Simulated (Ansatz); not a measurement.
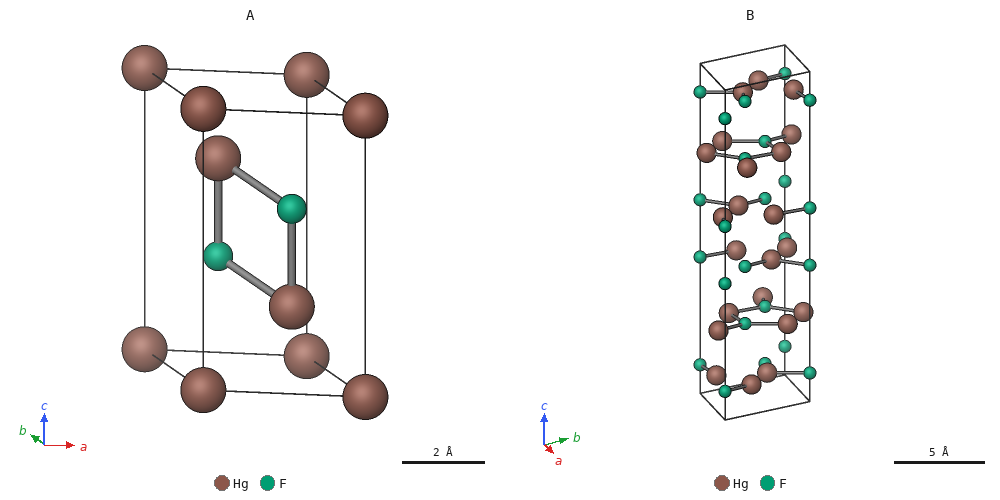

Two structures of Hg₃F₂, each relaxed to rest (conventional cells in solid outline, small ones repeated, not to one scale). Method: Ansatz 0.2.0, DFT PBE, scalar-relativistic, plane waves, PAW, without spin polarisation.

### What are A and B?

A: 5 atoms a cell on a primitive hexagonal lattice, P-3m1. B: 30 atoms a cell on a rhombohedral (trigonal R) lattice, R-3c.

### Compare their energies: which is lower?

A is lower, by 142 meV/atom at this level of theory (energies at zero smearing). Volumes: A 20.0, B 22.5 Å³/atom.

One or both may be structure types tried for this composition rather than known phases.
